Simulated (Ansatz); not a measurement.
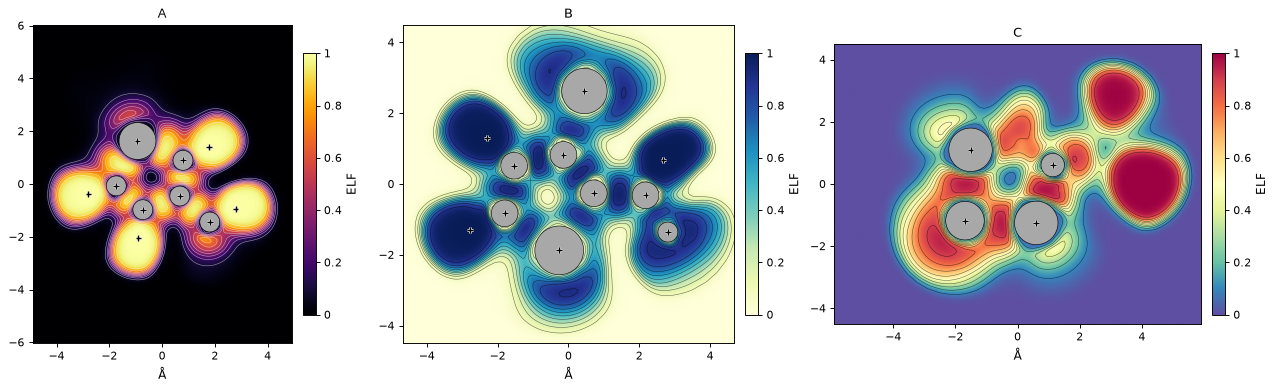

The ELF of 3 systems, each on a plane through atoms (crosses mark nuclei in the plane; grey discs cover the cores).

Computed with isolated molecule in a Gaussian basis; Kohn-Sham density functional theory, functional PBE0 in Ansatz 0.2.0.

System 1: C5H9PSi, the plane of atoms C3, C2 and C5. Geometry: B3LYP/def2-SVP.

```yaml
atoms:
  - { symbol: C, position_ang: [1.2625, -1.6902, 0.6955] }
  - { symbol: C, position_ang: [0.6550, -0.4302, 0.1454] }
  - { symbol: C, position_ang: [-0.6615, -0.1010, 0.1830] }
  - { symbol: C, position_ang: [0.9799, 1.6959, -1.0025] }
  - { symbol: C, position_ang: [1.5476, 0.5717, -0.5122] }
  - { symbol: P, position_ang: [-2.0515, 1.3703, -2.6166] }
  - { symbol: Si, position_ang: [-0.8646, 1.5558, -0.6667] }
  - { symbol: H, position_ang: [0.5069, -2.3398, 1.1596] }
  - { symbol: H, position_ang: [2.0331, -1.4575, 1.4514] }
  - { symbol: H, position_ang: [1.7691, -2.2623, -0.1017] }
  - { symbol: H, position_ang: [-1.4076, -0.7588, 0.6352] }
  - { symbol: H, position_ang: [-1.4073, 2.6409, 0.2057] }
  - { symbol: H, position_ang: [-2.0757, 2.7827, -2.8505] }
  - { symbol: H, position_ang: [-3.3211, 1.3817, -1.9549] }
  - { symbol: H, position_ang: [1.5602, 2.4767, -1.4989] }
  - { symbol: H, position_ang: [2.6229, 0.3626, -0.5758] }
```

System 2: C5H3BrOSe (SMILES O=Cc1[se]ccc1Br), the molecular plane. Geometry: B3LYP/def2-SVP.

```xyz
11

C     1.2751   -0.3719    1.8321
C     1.1563   -0.3691    0.3751
C     0.7514   -1.0012   -2.0940
C     1.1787    0.2890   -1.9126
C     1.4006    0.6315   -0.5450
Br    1.9954    2.3704   -0.0703
O     1.0238   -1.3363    2.5251
Se    0.5824   -1.9410   -0.4946
H     1.6202    0.5941    2.2730
H     0.5216   -1.4748   -3.0487
H     1.3375    0.9956   -2.7285
```

System 3: CH9OPSi3, the plane of atoms C1, Si6 and P3. Geometry: B3LYP/def2-SVP.

```csv
atom,x (Å),y (Å),z (Å)
C,-0.1453,0.1255,-0.6955
O,-1.1531,0.6197,0.2055
P,0.9388,-0.2885,2.4391
Si,-0.1255,1.2784,-2.2123
Si,-1.2305,-0.0163,1.7641
Si,1.5410,-0.0503,0.2382
H,0.2301,2.6617,-1.7882
H,0.8985,0.7817,-3.1808
H,-1.4618,1.2871,-2.8722
H,-0.4159,-0.8903,-1.0531
H,-1.8983,-1.3517,1.7523
H,-1.9969,0.9333,2.6110
H,1.0953,1.1084,2.7041
H,2.2870,-1.2393,-0.2654
H,2.4021,1.1582,0.0854
```

Q: Which map belongs to which system?

A: Panel A is system 1, C5H9PSi: the plane holds C, Si and H. C–C (1.35 Å): the ELF peaks at about 0.90 between the atoms; localised, covalent bonding. Panel B is system 2, C5H3BrOSe: the plane holds C, Br, O, Se and H. C–O (1.21 Å): the ELF peaks at about 0.85 between the atoms; a multiple bond. Panel C is system 3, CH9OPSi3: the plane holds C, P and Si.
